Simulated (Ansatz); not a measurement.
## Geometry relaxation of Si2NH8Cl

System: Si2NH8Cl.
Method: UKS B3LYP-D4/cc-pVDZ (Ansatz 0.2.0).

It belongs to a series of runs on one base structure; here: end point A relaxed.

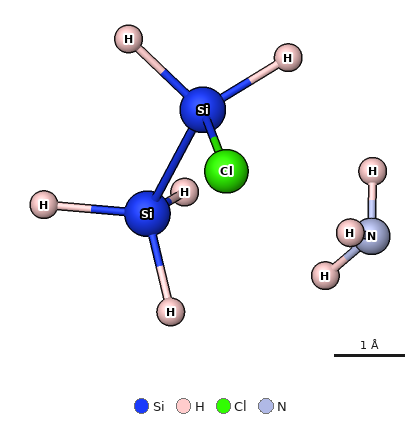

The structure as given in the input (ball-and-stick view, seen at a tilt). Bond lengths as drawn: Cl–Si 2.12 Å, H–N 1.02 Å, H–Si 1.49 to 1.50 Å and Si–Si 2.26 Å.

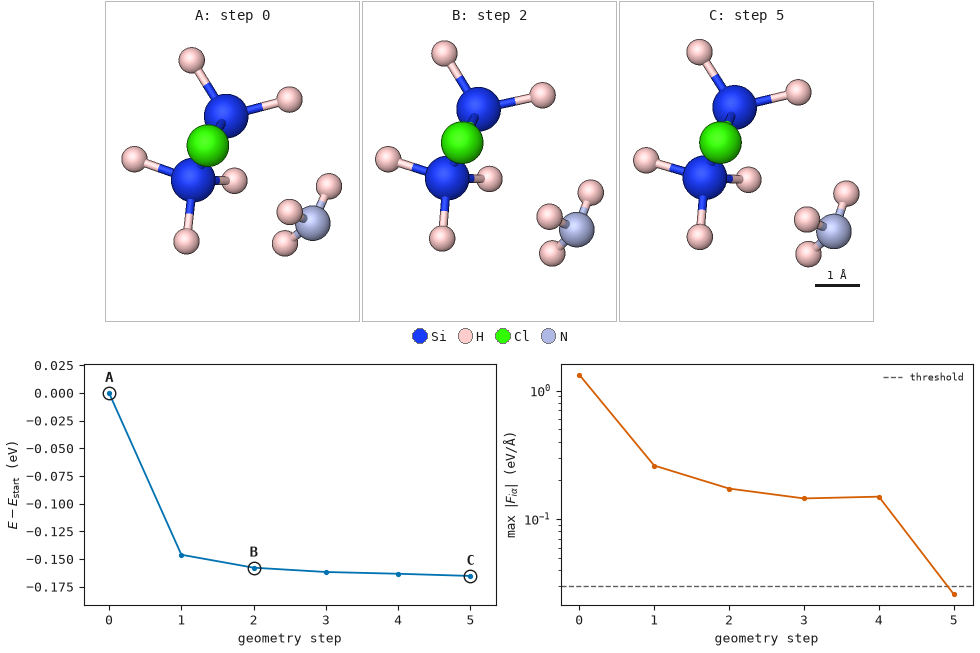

Frames of the relaxation (ball-and-stick view, seen at a tilt) above the curves, on which the letters mark them (the first geometry is step 0 here and step 1 in the log).

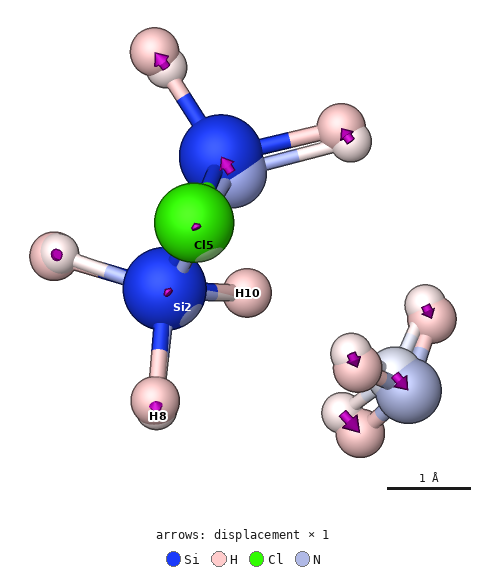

Start (faint) and end (solid) with the displacements as pink arrows, at true length (ball-and-stick view, seen at a tilt). The two geometries are laid on each other by the best rigid fit. Over 5 geometry steps the energy falls by 0.165 eV. The largest force component goes from 1.3 to 0.026 eV/Å. H6 moves most after the best rigid fit: 0.33 Å. By element the largest moves are H 0.33 Å, N 0.25 Å, Si 0.24 Å, Cl 0.08 Å. Among the contacts that change: Si1–Si2 2.259 → 2.362 Å, Si1–H4 1.500 → 1.494 Å, Si1–Cl5 2.119 → 2.114 Å. Among the angles that change: Si2–Si1–H3 117.4° → 112.9°, Si2–Si1–H4 108.0° → 112.2°, Si1–Si2–H8 113.6° → 110.4°. (Atoms are counted from 1 in the order of the input.)

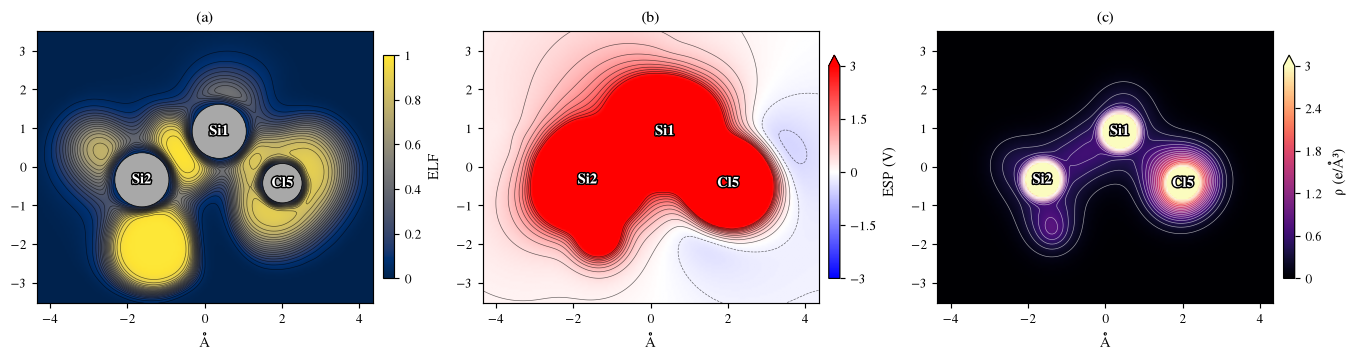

(a) ELF; (b) electrostatic potential; (c) electron density on the plane of atoms Si2, Si1 and Cl5. Grey discs, where drawn, cover atomic cores.

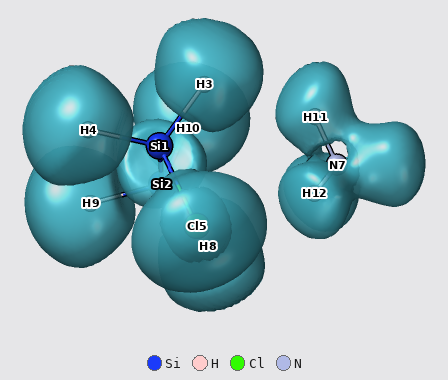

Isosurface of the ELF at 0.75 (cyan), seen from the side. Only the valence region is drawn (cores and ρ < 0.01 e/Å³ removed). Profiles from the grid: Si2···H6 (3.11 Å): the ELF is only about 0 between them (a non-bonded, intermolecular contact). Si–Cl (2.11 Å): the ELF peaks at about 0.85 between the atoms (a shared but strongly polarised pair).

These pictures come from the run below.

## Input file
```yaml
crystal:
  periodic: [false, false, false]
  atoms:
    - { symbol: Si, position_ang: [-1.354315, -0.108408, -0.067985] }
    - { symbol: Si, position_ang: [0.377574, -1.24236, 0.837477] }
    - { symbol: H, position_ang: [-1.296681, 0.177156, -1.52943] }
    - { symbol: H, position_ang: [-2.604434, -0.9028, 0.16897] }
    - { symbol: Cl, position_ang: [-1.696017, 1.728035, 0.932463] }
    - { symbol: H, position_ang: [1.748531, 0.780686, -0.363923] }
    - { symbol: "N", position_ang: [1.233966, 1.40903, -0.980353] }
    - { symbol: H, position_ang: [1.34137, -0.372145, 1.57617] }
    - { symbol: H, position_ang: [-0.177812, -2.246355, 1.799429] }
    - { symbol: H, position_ang: [1.118414, -1.975148, -0.238522] }
    - { symbol: H, position_ang: [0.779354, 0.855386, -1.70312] }
    - { symbol: H, position_ang: [0.530049, 1.896926, -0.431175] }
magnetization:
  spin_polarized: true
basis:
  gaussian: { orbitals: cc-pVDZ }
hamiltonian:
  xc: b3lyp
  dispersion: d4
relax:
  f_tol: 0.03
  max_steps: 50
output:
  orbitals: {}
```

Run as:
```bash
ansatz run input.yaml --threads 4 --pin off --max-ram 5120MiB --backend cpu --events-out ev --progress --plain --runs-dir out
```

## Log
```
The last accepted step is kept in [file] (removed where the run ends without a failure and the disk answers)
Engine: ansatz 0.2.0, aarch64-unknown-linux-gnu
Functional definition: B3LYP
  parameter a0 = 0.2
  parameter ax = 0.72
  parameter ac = 0.81
  exchange = (1 - a0 - ax)*slater_x + ax*b88_x + a0*exact_x
  correlation = (1 - ac)*vwn_rpa_c + ac*lyp_c
1198 factors; integrals over basis functions are off by at most 4.1e-4 eV
mean field evaluation 1: about -29895.4107 eV, gradient 3.6e1 eV
mean field evaluation 2: about -29883.9722 eV, gradient 5.8e1 eV
mean field evaluation 4: about -29900.6153 eV, gradient 1.6e0 eV
mean field evaluation 8: about -29900.6533 eV, gradient 1.5e-1 eV
mean field evaluation 16: about -29900.6535 eV, gradient 7.3e-5 eV
mean field -29900.65347526 eV, -1098.8287478251 hartree, gradient 7.3e-5 eV, S^2 0.000000; 0 other end points of the search recorded, 0 dependent functions left out
the calculation of the forces begins
reference -29900.65376535 eV, -1098.8287584855 hartree; 30, 30 occupied and 78, 78 virtual orbitals, 1198 factors
relax step   1: F+E_penalty+E_count = -29901.11501317 eV  Δ(F+E_penalty+E_count) = +0.000e0 eV  max|allowed force component| = 1.329e0 eV/Å  Δτ_max = 0.0000 Å  (27 SCF iters, accepted)
these checks for a lower state are left out or cut short: starts, cluster_reference, orbital_swaps, neighbouring_geometries, increment
1198 factors; integrals over basis functions are off by at most 4.3e-4 eV
mean field -29900.82817632 eV, -1098.8351679705 hartree, gradient 8.1e-6 eV, S^2 0.000000; 0 other end points of the search recorded, 0 dependent functions left out
the calculation of the forces begins
reference -29900.82847263 eV, -1098.8351788598 hartree; 30, 30 occupied and 78, 78 virtual orbitals, 1198 factors
relax step   2: F+E_penalty+E_count = -29901.26103500 eV  Δ(F+E_penalty+E_count) = -1.460e-1 eV  max|allowed force component| = 2.608e-1 eV/Å  Δτ_max = 0.1951 Å  (28 SCF iters, accepted)
these checks for a lower state are left out or cut short: starts, cluster_reference, orbital_swaps, neighbouring_geometries, increment
1198 factors; integrals over basis functions are off by at most 4.3e-4 eV
mean field -29900.84563270 eV, -1098.8358094805 hartree, gradient 9.3e-6 eV, S^2 0.000000; 0 other end points of the search recorded, 0 dependent functions left out
the calculation of the forces begins
reference -29900.84592947 eV, -1098.8358203867 hartree; 30, 30 occupied and 78, 78 virtual orbitals, 1198 factors
relax step   3: F+E_penalty+E_count = -29901.27273601 eV  Δ(F+E_penalty+E_count) = -1.170e-2 eV  max|allowed force component| = 1.726e-1 eV/Å  Δτ_max = 0.1350 Å  (28 SCF iters, accepted)
these checks for a lower state are left out or cut short: starts, cluster_reference, orbital_swaps, neighbouring_geometries, increment
1198 factors; integrals over basis functions are off by at most 4.3e-4 eV
mean field evaluation 32: about -29900.8349 eV, gradient 1.7e-2 eV
mean field -29900.85237517 eV, -1098.8360572620 hartree, gradient 6.2e-5 eV, S^2 0.000000; 0 other end points of the search recorded, 0 dependent functions left out
the calculation of the forces begins
reference -29900.85267239 eV, -1098.8360681844 hartree; 30, 30 occupied and 78, 78 virtual orbitals, 1198 factors
relax step   4: F+E_penalty+E_count = -29901.27662579 eV  Δ(F+E_penalty+E_count) = -3.890e-3 eV  max|allowed force component| = 1.446e-1 eV/Å  Δτ_max = 0.0743 Å  (26 SCF iters, accepted)
these checks for a lower state are left out or cut short: starts, cluster_reference, orbital_swaps, neighbouring_geometries, increment
1198 factors; integrals over basis functions are off by at most 4.3e-4 eV
mean field -29900.85559063 eV, -1098.8361754277 hartree, gradient 6.0e-5 eV, S^2 0.000000; 0 other end points of the search recorded, 0 dependent functions left out
the calculation of the forces begins
reference -29900.85588792 eV, -1098.8361863531 hartree; 30, 30 occupied and 78, 78 virtual orbitals, 1198 factors
relax step   5: F+E_penalty+E_count = -29901.27821465 eV  Δ(F+E_penalty+E_count) = -1.589e-3 eV  max|allowed force component| = 1.493e-1 eV/Å  Δτ_max = 0.0232 Å  (26 SCF iters, accepted)
these checks for a lower state are left out or cut short: starts, cluster_reference, orbital_swaps, neighbouring_geometries, increment
1198 factors; integrals over basis functions are off by at most 4.3e-4 eV
mean field -29900.85476069 eV, -1098.8361449282 hartree, gradient 6.2e-5 eV, S^2 0.000000; 0 other end points of the search recorded, 0 dependent functions left out
the calculation of the forces begins
reference -29900.85505728 eV, -1098.8361558275 hartree; 30, 30 occupied and 78, 78 virtual orbitals, 1198 factors
relax step   6: F+E_penalty+E_count = -29901.28019647 eV  Δ(F+E_penalty+E_count) = -1.982e-3 eV  max|allowed force component| = 2.596e-2 eV/Å  Δτ_max = 0.0552 Å  (25 SCF iters, accepted)
1198 factors; integrals over basis functions are off by at most 4.3e-4 eV
mean field -29900.85476069 eV, -1098.8361449282 hartree, gradient 6.2e-5 eV, S^2 0.000000; 1 other end points of the search recorded, 0 dependent functions left out
the calculation of the forces begins
reference -29900.85505728 eV, -1098.8361558275 hartree; 30, 30 occupied and 78, 78 virtual orbitals, 1198 factors
Total energy: -29901.28049306 eV, -1098.8517903040 hartree
Atom 0 at    -1.564907    -0.202889    -0.020402 Å, force     0.018248    -0.012026    -0.009628 eV/Å
Atom 1 at     0.329133    -1.303061     0.862733 Å, force    -0.002042    -0.014455     0.004981 eV/Å
Atom 2 at    -1.456542     0.054503    -1.487262 Å, force    -0.008520     0.001220    -0.004386 eV/Å
Atom 3 at    -2.828961    -0.954508     0.244994 Å, force     0.002831     0.005648     0.006708 eV/Å
Atom 4 at    -1.756514     1.673845     0.932589 Å, force    -0.019476     0.025955     0.009656 eV/Å
Atom 5 at     2.009736     0.946220    -0.472310 Å, force    -0.008818    -0.001158    -0.000375 eV/Å
Atom 6 at     1.428334     1.547463    -1.058525 Å, force     0.012220     0.016877     0.003389 eV/Å
Atom 7 at     1.213485    -0.330816     1.570576 Å, force    -0.007917     0.004024     0.000395 eV/Å
Atom 8 at    -0.120703    -2.348958     1.834578 Å, force     0.007243    -0.004965    -0.006101 eV/Å
Atom 9 at     1.090301    -1.963444    -0.243670 Å, force     0.004084    -0.001366     0.001199 eV/Å
Atom 10 at     0.943693     0.934786    -1.716131 Å, force    -0.005538    -0.005528     0.002698 eV/Å
Atom 11 at     0.712943     1.946863    -0.447169 Å, force     0.007684    -0.014226    -0.008535 eV/Å
Dipole moment:    -0.067314    -0.500480     0.007315 e Å
```

## Trajectory as extended XYZ (Å, eV, eV/Å), 6 frames, from step=1 to step=6
```
12
Properties=species:S:1:pos:R:3:forces:R:3 step=1 energy=-29901.11501
Si   -1.3543   -0.1084   -0.0680   -1.3288   0.3776  -0.3566
Si    0.3776   -1.2424    0.8375    0.9040  -0.6546   0.5211
H    -1.2967    0.1772   -1.5294    0.0237  -0.0355  -0.0070
H    -2.6044   -0.9028    0.1690   -0.0042   0.0261  -0.0096
Cl   -1.6960    1.7280    0.9325    0.0421  -0.0013   0.0175
H     1.7485    0.7807   -0.3639    0.0045   0.1049  -0.0660
N     1.2340    1.4090   -0.9804    0.4125   0.0902  -0.1225
H     1.3414   -0.3721    1.5762   -0.0294   0.0358  -0.0091
H    -0.1778   -2.2464    1.7994    0.0085  -0.0268   0.0060
H     1.1184   -1.9751   -0.2385   -0.0042   0.0004  -0.0156
H     0.7794    0.8554   -1.7031    0.0022   0.0648   0.0560
H     0.5300    1.8969   -0.4312   -0.0309   0.0186  -0.0141
12
Properties=species:S:1:pos:R:3:forces:R:3 step=2 energy=-29901.26103
Si   -1.4874   -0.1698   -0.0321   -0.2608   0.1490  -0.0317
Si    0.3511   -1.2966    0.8729    0.2151  -0.1356   0.0697
H    -1.3841    0.1132   -1.4935    0.0178   0.0103  -0.0008
H    -2.7385   -0.9555    0.1990   -0.0051   0.0048   0.0104
Cl   -1.7650    1.6813    0.9645    0.0351  -0.0646  -0.0478
H     1.8906    0.8950   -0.4332   -0.0105  -0.0338   0.0309
N     1.3655    1.5117   -1.0504    0.2079   0.1565  -0.1036
H     1.3042   -0.3940    1.5892   -0.0803   0.0283  -0.0192
H    -0.1826   -2.3064    1.8395    0.0410  -0.0332   0.0202
H     1.0932   -2.0076   -0.2182   -0.0337  -0.0008   0.0130
H     0.8923    0.9379   -1.7455   -0.0563  -0.0348   0.0285
H     0.6606    1.9908   -0.4923   -0.0703  -0.0461   0.0303
12
Properties=species:S:1:pos:R:3:forces:R:3 step=3 energy=-29901.27274
Si   -1.5234   -0.1810   -0.0256   -0.0423   0.0424   0.0150
Si    0.3364   -1.3105    0.8784    0.0772  -0.0173   0.0116
H    -1.4001    0.1074   -1.4850   -0.0113  -0.0063   0.0017
H    -2.7761   -0.9615    0.2076   -0.0265   0.0218  -0.0012
Cl   -1.7674    1.6773    0.9626    0.0083  -0.0558  -0.0275
H     1.9932    0.9622   -0.4898   -0.1477   0.0603  -0.0542
N     1.3835    1.5492   -1.0656    0.0257   0.1140   0.1306
H     1.2649   -0.3758    1.5857   -0.0489  -0.0026  -0.0290
H    -0.1686   -2.3262    1.8548    0.0222  -0.0132   0.0061
H     1.0771   -2.0167   -0.2162   -0.0139   0.0145   0.0174
H     0.9295    0.9446   -1.7498   -0.0152  -0.0365   0.0328
H     0.6511    1.9311   -0.4570    0.1726  -0.1213  -0.1034
12
Properties=species:S:1:pos:R:3:forces:R:3 step=4 energy=-29901.27663
Si   -1.5389   -0.1928   -0.0241    0.0275   0.0259   0.0348
Si    0.3361   -1.3173    0.8770   -0.0050   0.0135  -0.0101
H    -1.4148    0.0947   -1.4838   -0.0075  -0.0083  -0.0002
H    -2.7977   -0.9621    0.2112   -0.0135   0.0022  -0.0007
Cl   -1.7733    1.6664    0.9622    0.0111  -0.0355  -0.0201
H     1.9778    0.9439   -0.4724   -0.1247   0.0776  -0.0475
N     1.4105    1.5506   -1.0710   -0.0027   0.0685   0.0957
H     1.2516   -0.3638    1.5755   -0.0369  -0.0120  -0.0248
H    -0.1495   -2.3372    1.8592    0.0167  -0.0030   0.0018
H     1.0792   -2.0173   -0.2194   -0.0076   0.0181   0.0143
H     0.9236    0.9483   -1.7361   -0.0021  -0.0045   0.0389
H     0.6955    1.9867   -0.4783    0.1446  -0.1425  -0.0821
12
Properties=species:S:1:pos:R:3:forces:R:3 step=5 energy=-29901.27821
Si   -1.5506   -0.1984   -0.0213    0.0261  -0.0054   0.0308
Si    0.3302   -1.3194    0.8762   -0.0135   0.0273  -0.0127
H    -1.4285    0.0855   -1.4820   -0.0009  -0.0034  -0.0009
H    -2.8134   -0.9604    0.2167   -0.0064  -0.0035   0.0008
Cl   -1.7750    1.6615    0.9627    0.0113  -0.0142  -0.0128
H     1.9947    0.9495   -0.4791   -0.1063   0.0751  -0.0445
N     1.4243    1.5596   -1.0715   -0.0456   0.0295   0.1075
H     1.2344   -0.3505    1.5673   -0.0223  -0.0174  -0.0162
H    -0.1366   -2.3435    1.8636    0.0061   0.0077  -0.0067
H     1.0767   -2.0123   -0.2218   -0.0036   0.0148   0.0091
H     0.9423    0.9557   -1.7398    0.0058   0.0058   0.0336
H     0.7015    1.9728   -0.4710    0.1493  -0.1164  -0.0879
12
Properties=species:S:1:pos:R:3:forces:R:3 step=6 energy=-29901.28020
Si   -1.5649   -0.2029   -0.0204    0.0182  -0.0120  -0.0096
Si    0.3291   -1.3031    0.8627   -0.0020  -0.0145   0.0050
H    -1.4565    0.0545   -1.4873   -0.0085   0.0012  -0.0044
H    -2.8290   -0.9545    0.2450    0.0028   0.0056   0.0067
Cl   -1.7565    1.6738    0.9326   -0.0195   0.0260   0.0097
H     2.0097    0.9462   -0.4723   -0.0088  -0.0012  -0.0004
N     1.4283    1.5475   -1.0585    0.0122   0.0169   0.0034
H     1.2135   -0.3308    1.5706   -0.0079   0.0040   0.0004
H    -0.1207   -2.3490    1.8346    0.0072  -0.0050  -0.0061
H     1.0903   -1.9634   -0.2437    0.0041  -0.0014   0.0012
H     0.9437    0.9348   -1.7161   -0.0055  -0.0055   0.0027
H     0.7129    1.9469   -0.4472    0.0077  -0.0142  -0.0085
```

## Results in brief

- outcome: converged
- total energy: −29901.2805 eV
- mean-field energy: −29900.8551 eV
- largest force (length of the vector) at the end: 0.034 eV/Å
- hardware: 4 threads of Arm Neoverse N1, 16 GiB of memory available, shared host
- wall time: 31 s (CPU time 2 min)
- peak memory: 0.37 GiB
